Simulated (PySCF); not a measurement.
**C4H4F2 (SMILES C=C/C(F)=C/F): MP2/6-31G(d) (spherical functions)**

What is the vertical singlet–triplet gap of C4H4F2 at MP2/6-31G* (spherical functions)? Input form: a Python script.

The calculation is run with PySCF 2.14.0.

10 further runs of the same task are left out: 6 that didn't finish, 4 set aside as unsound or not needed.

## Step 1: Starting point

The species is C4H4F2 (10 atoms), meant as a singlet with charge 0. As SMILES, `C=C/C(F)=C/F`. Geometry: relaxed at PBE0-D4/def2-TZVP. This is one conformer, not always the lowest.

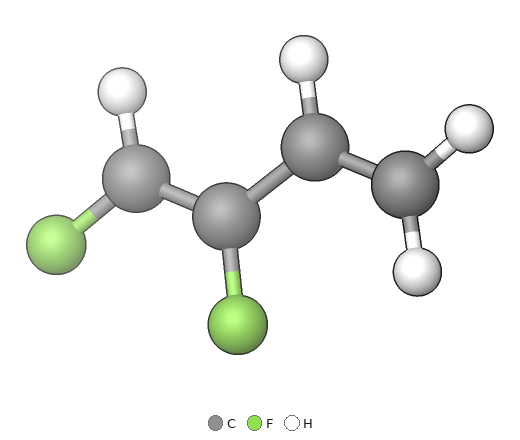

Viewed from a chosen angle; carbon grey, fluorine green, hydrogen white.

## Step 2: A single-point energy at MP2/6-31G(d) (spherical functions)

The input, geometry.xyz:

```xyz
10

C      0.701700    -1.574100    -0.650800
C      0.581900    -0.459000     0.065100
C     -0.541100     0.441400    -0.024600
F     -1.506000     0.113100    -0.886300
C     -0.656200     1.556500     0.694700
F     -1.705200     2.362500     0.585900
H     -0.060100    -1.873600    -1.359800
H      1.567800    -2.213700    -0.542500
H      1.352300    -0.169300     0.772800
H      0.090100     1.876900     1.408700
```

The input, job.py:

```python
# C=CC(F)=CF
from pyscf import gto, scf, mp

mol = gto.Mole()
mol.atom = 'geometry.xyz'
mol.verbose = 3
mol.max_memory = 40
mol.basis = '6-31g*'
mol.build()

mf = scf.RHF(mol)
mf.conv_tol = 1e-08
mf.max_cycle = 60
mf.direct_scf_tol = 1e-08
mf.kernel()

pt = mp.MP2(mf, frozen=6).run()
e_tot = pt.e_tot
print('Final energy', e_tot)
```

Command:

```sh
$ OMP_NUM_THREADS=1 python job.py
```

The log of the run:

```text
converged SCF energy = -352.608612477257

E(RMP2) = -353.439713761952  E_corr = -0.831101284695094
E(SCS-RMP2) = -353.415737301449  E_corr = -0.807124824192089
Final energy -353.43971376195196
```

It took 13 s on 1 thread of Arm Neoverse V1, shared host; peak memory 0.19 GiB.

## Step 3: The triplet

The input, calc.py:

```python
from pyscf import gto, scf, mp

mol = gto.Mole()
mol.atom = '''
C      1.326021    -2.974618    -1.229834
C      1.099632    -0.867384     0.123021
C     -1.022531     0.834125    -0.046487
F     -2.845928     0.213728    -1.674864
C     -1.240038     2.941359     1.312793
F     -3.222361     4.464478     1.107191
H     -0.113573    -3.540591    -2.569650
H      2.962713    -4.183287    -1.025176
H      2.555477    -0.319931     1.460380
H      0.170264     3.546827     2.662057
'''
mol.basis = '6-31g*'
mol.unit = 'bohr'
mol.max_memory = 40
mol.verbose = 3
mol.charge = 0
mol.spin = 2
mol.build()

mf = scf.UHF(mol)
mf.max_cycle = 60
mf.direct_scf_tol = 1e-08
mf.conv_tol = 1e-08
mf.kernel()

pt = mp.MP2(mf, frozen=6).run()
e_tot = pt.e_tot
print('E(%s) = %.9f' % ('MP2', e_tot))
```

Command:

```sh
$ OMP_NUM_THREADS=1 python calc.py
```

The log of the run:

```text
WARN: HOMO 0.0321627745937207 >= LUMO -0.190388646543099

converged SCF energy = -352.502780806639  <S^2> = 2.0202938  2S+1 = 3.0134988
E(UMP2) = -353.307478794359  E_corr = -0.804697987719977
E(SCS-UMP2) = -353.281405374771  E_corr = -0.778624568131775
E(MP2) = -353.307478794
```

Wall time 18 s (1 thread of Arm Neoverse V1, shared host); peak memory 0.2 GiB.

## Step 4: What came out

At MP2/6-31G* (spherical functions), 6 core orbitals frozen:

| quantity | value |
| --- | --- |
| singlet: total energy | -353.43971 Eh |
| singlet: dipole moment (Hartree–Fock density) | 2.81 D |
| singlet: HOMO energy (Hartree–Fock orbitals) | -8.97 eV |
| singlet: LUMO energy (Hartree–Fock orbitals) | 3.21 eV |
| singlet: HOMO–LUMO gap (Hartree–Fock orbitals) | 12.18 eV |
| singlet: correlation energy (6 core orbitals frozen) | -831.1 mEh |
| triplet: total energy | -353.30748 Eh |
| triplet: dipole moment (Hartree–Fock density) | 2.36 D |
| triplet: HOMO energy (Hartree–Fock orbitals) (highest over α and β) | -5.91 eV |
| triplet: LUMO energy (Hartree–Fock orbitals) (lowest over α and β) | 0.35 eV |
| triplet: correlation energy (6 core orbitals frozen) | -804.7 mEh |
| triplet: ⟨S²⟩ of the reference determinant | 2.020 |
| vertical energy of the triplet above the singlet | 3.598 eV |

In words: At this shape the triplet lies 3.60 eV (347 kJ/mol) above the singlet. Mulliken charges (triplet) of the mean-field density run from -0.42 on F4 to +0.44 on C3.
